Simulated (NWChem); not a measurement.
Run report: AsF3, single-point calculation (part 2 of 2)

AsF3 (arsenic trifluoride), SMILES F[As](F)F; CCSD(T)/cc-pVDZ, RHF (NWChem 7.3.0). The run did not end well. The geometry comes from this level: PBE0-D4/def2-TZVP.

Geometry of the input (Å):
```
F  -0.4459  0.3956  1.3626
As -0.4620  -0.4572  -0.1256
F  1.2040  -0.8659  -0.1127
F  -0.2962  0.9276  -1.1243
```

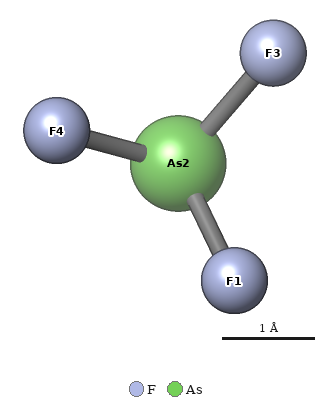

Fig. 1: The input geometry (ball-and-stick view, seen on its broad side; atoms are numbered from 1 in the order of the input).

**What the program printed, continued**
```
 Vector   24  Occ=2.000000D+00  E=-7.156244D-01
              MO Center=  5.4D-02,  5.3D-02,  1.5D-02, r^2= 2.5D+00
   Bfn.  Coefficient  Atom+Function         Bfn.  Coefficient  Atom+Function
  ----- ------------  ---------------      ----- ------------  ---------------
    46      0.333098  3 F  py                 4      0.278152  1 F  px
    59      0.257837  4 F  px                49      0.232342  3 F  py
    61      0.212004  4 F  pz                 7      0.194048  1 F  px
    62      0.179889  4 F  px                 5      0.161534  1 F  py

 Vector   25  Occ=2.000000D+00  E=-6.781534D-01
              MO Center=  2.1D-01,  1.1D-01, -7.9D-02, r^2= 2.5D+00
   Bfn.  Coefficient  Atom+Function         Bfn.  Coefficient  Atom+Function
  ----- ------------  ---------------      ----- ------------  ---------------
    60      0.310600  4 F  py                 5      0.249894  1 F  py
    46     -0.240572  3 F  py                45     -0.223884  3 F  px
    63      0.223071  4 F  py                47     -0.217475  3 F  pz
    61      0.192325  4 F  pz                 8      0.181968  1 F  py
     4     -0.177777  1 F  px                49     -0.176020  3 F  py

 Vector   26  Occ=2.000000D+00  E=-6.781511D-01
              MO Center=  7.7D-02,  1.8D-01,  1.6D-01, r^2= 2.5D+00
   Bfn.  Coefficient  Atom+Function         Bfn.  Coefficient  Atom+Function
  ----- ------------  ---------------      ----- ------------  ---------------
    59      0.341491  4 F  px                 4     -0.308387  1 F  px
     5     -0.261163  1 F  py                47     -0.254009  3 F  pz
    62      0.248467  4 F  px                 7     -0.224404  1 F  px
    46      0.198121  3 F  py                 8     -0.187794  1 F  py
    50     -0.185169  3 F  pz

 Vector   27  Occ=2.000000D+00  E=-6.436760D-01
              MO Center=  3.3D-01,  1.4D-02, -2.5D-01, r^2= 2.5D+00
   Bfn.  Coefficient  Atom+Function         Bfn.  Coefficient  Atom+Function
  ----- ------------  ---------------      ----- ------------  ---------------
    46      0.420343  3 F  py                59     -0.321444  4 F  px
    49      0.305601  3 F  py                62     -0.232363  4 F  px
    61     -0.207422  4 F  pz                 4     -0.195043  1 F  px
     5      0.181496  1 F  py                64     -0.152424  4 F  pz
    60      0.150243  4 F  py

 Vector   28  Occ=2.000000D+00  E=-6.436726D-01
              MO Center= -6.1D-02,  2.5D-01,  3.2D-01, r^2= 2.5D+00
   Bfn.  Coefficient  Atom+Function         Bfn.  Coefficient  Atom+Function
  ----- ------------  ---------------      ----- ------------  ---------------
     6      0.355478  1 F  pz                61      0.350689  4 F  pz
     4     -0.292461  1 F  px                47      0.275911  3 F  pz
     9      0.258822  1 F  pz                64      0.253529  4 F  pz
     7     -0.213038  1 F  px                50      0.197330  3 F  pz

 Vector   29  Occ=2.000000D+00  E=-6.414245D-01
              MO Center=  1.5D-01,  1.5D-01,  4.2D-02, r^2= 2.6D+00
   Bfn.  Coefficient  Atom+Function         Bfn.  Coefficient  Atom+Function
  ----- ------------  ---------------      ----- ------------  ---------------
    47      0.378958  3 F  pz                50      0.279504  3 F  pz
     5      0.273572  1 F  py                59      0.251236  4 F  px
     4     -0.228760  1 F  px                61     -0.225151  4 F  pz
     8      0.201769  1 F  py                60     -0.192177  4 F  py
    62      0.185303  4 F  px                 7     -0.168719  1 F  px

 Vector   30  Occ=2.000000D+00  E=-4.851120D-01
              MO Center= -5.8D-01, -5.7D-01, -1.6D-01, r^2= 2.2D+00
   Bfn.  Coefficient  Atom+Function         Bfn.  Coefficient  Atom+Function
  ----- ------------  ---------------      ----- ------------  ---------------
    19      0.494333  2 As s                 18      0.329110  2 As s
    26     -0.241486  2 As px                27     -0.239023  2 As py
    45      0.227732  3 F  px                60      0.206368  4 F  py
    48      0.194011  3 F  px                63      0.175441  4 F  py
     5      0.168006  1 F  py

 Vector   31  Occ=0.000000D+00  E= 1.048407D-01
              MO Center= -5.6D-01, -6.1D-01, -2.5D-01, r^2= 2.7D+00
   Bfn.  Coefficient  Atom+Function         Bfn.  Coefficient  Atom+Function
  ----- ------------  ---------------      ----- ------------  ---------------
    31      0.806068  2 As pz                29     -0.380148  2 As px
     3     -0.345871  1 F  s                 28      0.314625  2 As pz
    44      0.178979  3 F  s                 58      0.166895  4 F  s
    30      0.162605  2 As py                63     -0.155869  4 F  py
    50     -0.150422  3 F  pz

 Vector   32  Occ=0.000000D+00  E= 1.048450D-01
              MO Center= -6.4D-01, -5.8D-01, -7.4D-02, r^2= 2.7D+00
   Bfn.  Coefficient  Atom+Function         Bfn.  Coefficient  Atom+Function
  ----- ------------  ---------------      ----- ------------  ---------------
    30      0.634633  2 As py                29     -0.525890  2 As px
    31     -0.376035  2 As pz                58     -0.303032  4 F  s
    44      0.296054  3 F  s                 27      0.247703  2 As py
    26     -0.205258  2 As px                48     -0.170998  3 F  px
    45     -0.156709  3 F  px

 Vector   33  Occ=0.000000D+00  E= 2.181545D-01
              MO Center= -2.3D-01, -2.3D-01, -6.2D-02, r^2= 2.9D+00
   Bfn.  Coefficient  Atom+Function         Bfn.  Coefficient  Atom+Function
  ----- ------------  ---------------      ----- ------------  ---------------
    29      0.670329  2 As px                30      0.663468  2 As py
    18      0.537968  2 As s                 19      0.366074  2 As s
     3     -0.356227  1 F  s                 44     -0.356239  3 F  s
    58     -0.356227  4 F  s                  9      0.256138  1 F  pz
    48      0.218324  3 F  px                64     -0.216549  4 F  pz

 Vector   34  Occ=0.000000D+00  E= 4.356718D-01
              MO Center= -5.0D-01, -4.9D-01, -1.3D-01, r^2= 3.3D+00
   Bfn.  Coefficient  Atom+Function         Bfn.  Coefficient  Atom+Function
  ----- ------------  ---------------      ----- ------------  ---------------
    19      2.464711  2 As s                 18     -1.881937  2 As s
    17     -1.255815  2 As s                  3     -0.378601  1 F  s
    44     -0.378612  3 F  s                 58     -0.378606  4 F  s
    16     -0.304089  2 As s                 26      0.235520  2 As px
    27      0.233123  2 As py

 Vector   35  Occ=0.000000D+00  E= 5.295849D-01
              MO Center= -3.0D-01, -3.0D-01, -8.2D-02, r^2= 2.8D+00
   Bfn.  Coefficient  Atom+Function         Bfn.  Coefficient  Atom+Function
  ----- ------------  ---------------      ----- ------------  ---------------
    26      0.843183  2 As px                29     -0.841467  2 As px
    27      0.835141  2 As py                30     -0.833504  2 As py
    19     -0.535518  2 As s                 18      0.507253  2 As s
    17      0.316996  2 As s                 37      0.268478  2 As d -2
    28      0.229519  2 As pz                31     -0.229078  2 As pz

 Vector   36  Occ=0.000000D+00  E= 5.330618D-01
              MO Center= -5.2D-01, -5.6D-01, -2.0D-01, r^2= 3.1D+00
   Bfn.  Coefficient  Atom+Function         Bfn.  Coefficient  Atom+Function
  ----- ------------  ---------------      ----- ------------  ---------------
    31      1.278683  2 As pz                28     -1.152675  2 As pz
    29     -0.461957  2 As px                26      0.416460  2 As px
     3     -0.400792  1 F  s                 25     -0.286773  2 As pz
    38      0.247210  2 As d -1              58      0.240064  4 F  s
    39      0.196702  2 As d  0               6     -0.164217  1 F  pz

 Vector   37  Occ=0.000000D+00  E= 5.330647D-01
              MO Center= -5.8D-01, -5.2D-01, -1.0D-01, r^2= 3.1D+00
   Bfn.  Coefficient  Atom+Function         Bfn.  Coefficient  Atom+Function
  ----- ------------  ---------------      ----- ------------  ---------------
    30      0.979718  2 As py                27     -0.883142  2 As py
    29     -0.861567  2 As px                26      0.776691  2 As px
    31     -0.399421  2 As pz                44      0.370063  3 F  s
    28      0.360067  2 As pz                58     -0.324217  4 F  s
    24     -0.219716  2 As py                39      0.199154  2 As d  0

 Vector   38  Occ=0.000000D+00  E= 6.757869D-01
              MO Center= -4.6D-01, -4.0D-01, -1.3D-01, r^2= 1.8D+00
   Bfn.  Coefficient  Atom+Function         Bfn.  Coefficient  Atom+Function
  ----- ------------  ---------------      ----- ------------  ---------------
    41      0.637659  2 As d  2              39      0.601081  2 As d  0
    37      0.460974  2 As d -2              38     -0.327040  2 As d -1
    40      0.210353  2 As d  1              29      0.207774  2 As px
    30     -0.181539  2 As py                 5      0.160787  1 F  py
    36     -0.157939  2 As d  2              34     -0.150589  2 As d  0

 Vector   39  Occ=0.000000D+00  E= 6.757880D-01
              MO Center= -4.1D-01, -4.6D-01, -1.0D-01, r^2= 1.8D+00
   Bfn.  Coefficient  Atom+Function         Bfn.  Coefficient  Atom+Function
  ----- ------------  ---------------      ----- ------------  ---------------
    40      1.010978  2 As d  1              31     -0.270208  2 As pz
    35     -0.251783  2 As d  1              39     -0.236655  2 As d  0
    47      0.209837  3 F  pz                38      0.190301  2 As d -1
    28      0.187864  2 As pz                 4      0.157512  1 F  px

 Vector   40  Occ=0.000000D+00  E= 6.820247D-01
              MO Center= -4.0D-01, -4.0D-01, -1.1D-01, r^2= 1.9D+00
   Bfn.  Coefficient  Atom+Function         Bfn.  Coefficient  Atom+Function
  ----- ------------  ---------------      ----- ------------  ---------------
    37      0.851953  2 As d -2              39     -0.454961  2 As d  0
    29      0.342435  2 As px                30      0.338858  2 As py
    26     -0.306166  2 As px                27     -0.302985  2 As py
    40     -0.233768  2 As d  1              38      0.231575  2 As d -1
    32     -0.210949  2 As d -2

 center of mass
 --------------
 x =  -0.37007428 y =  -0.36629835 z =  -0.10064312

 moments of inertia (a.u.)
 ------------------
         373.578724149058          62.705688318753          17.224980901400
          62.705688318753         372.289037283321          17.051636730592
          17.224980901400          17.051636730592         314.908999718939

  Mulliken analysis of the total density
  --------------------------------------

    Atom       Charge   Shell Charges
 -----------   ------   -------------------------------------------------------
    1 F    9     9.47   2.00  0.89  1.05  3.31  2.21  0.00
    2 As  33    31.59   2.00  2.00  2.01  1.08  0.60  6.00  6.00  1.15  0.43  9.98  0.34
    3 F    9     9.47   2.00  0.89  1.05  3.31  2.21  0.00
    4 F    9     9.47   2.00  0.89  1.05  3.31  2.21  0.00

       Multipole analysis of the density wrt the origin
       ------------------------------------------------

     L   x y z        total         open         nuclear
     -   - - -        -----         ----         -------
     0   0 0 0     -0.000000      0.000000     60.000000

     1   1 0 0     -0.832708      0.000000    -20.951184
     1   0 1 0     -0.824257      0.000000    -20.737399
     1   0 0 1     -0.226493      0.000000     -5.697751

     2   2 0 0    -23.775384      0.000000     80.943953
     2   1 1 0      1.525092      0.000000    -23.113719
     2   1 0 1      0.418978      0.000000     -6.348832
     2   0 2 0    -23.806709      0.000000     81.419679
     2   0 1 1      0.414739      0.000000     -6.285197
     2   0 0 2    -25.202337      0.000000    102.570299

                   Four-Index Transformation
                   -------------------------
          Number of basis functions:             69
          Number of shells:                      29
          Number of occupied orbitals:           30
          Number of occ. correlated orbitals:    18
          Block length:                          16
          Superscript MO index range:     13 -   30
          Subscript MO index range:       13 -   69
          MO coefficients read from:  ./struct.movecs
          Number of operator matrices in core:  342
          Half-transformed integrals produced

     Pass:    1     Index range:   13  -   30     Time:     17.68
 ------------------------------------------
 MP2 Energy (coupled cluster initial guess)
 ------------------------------------------
 Reference energy:          -2532.554382938100844
 MP2 Corr. energy:             -0.684946725847895
 Total MP2 energy:          -2533.239329663948865

 ****************************************************************************
              the segmented parallel ccsd program:    1 nodes
 ****************************************************************************

 level of theory    ccsd(t)
 number of core        12
 number of occupied    18
 number of virtual     39
 number of deleted      0
 total functions       69
 number of shells      29
 basis label          566

   ***** ccsd parameters *****
   iprt   =     0
   convi  =  0.100E-05
   maxit  =    60
   mxvec  =     5
 memory            144169548
  Using  1 OpenMP thread(s) in CCSD
  Failed reading restart vector from ./struct.t2
  Using MP2 initial guess vector

 iter     correlation     delta       rms       T2     Non-T2      Main
             energy      energy      error      ampl     ampl      Block
                                                time     time      time
   1     -0.6727330769 -6.727D-01  1.206D-02    15.75     0.00    15.37
   2     -0.6910114094 -1.828D-02  1.499D-01    15.73     0.00    15.36
   3     -0.6899018895  1.110D-03  8.474D-03    15.75     0.01    15.38
   4     -0.6920292161 -2.127D-03  7.688D-03    16.70     0.01    16.32
   5     -0.6923935226 -3.643D-04  4.974D-03    15.37     0.01    15.01
   6     -0.6923963025 -2.780D-06  2.893D-04    15.52     0.00    15.16
   7     -0.6924014009 -5.098D-06  2.022D-04    15.24     0.00    14.89
   8     -0.6924012723  1.287D-07  9.231D-05    15.25     0.01    14.89
   9     -0.6924007553  5.170D-07  9.738D-06    15.21     0.00    14.85
  10     -0.6924011237 -3.684D-07  5.171D-06    15.40     0.01    15.02
```

**What the run reported**

| quantity | value |
| --- | --- |
| outcome | stopped at the time limit |
| basis functions | 69 |
| wall time | 4.9 min |
| peak memory | 0.21 GiB |

**What went wrong**

The run was cut off by its time limit, so the output is incomplete.
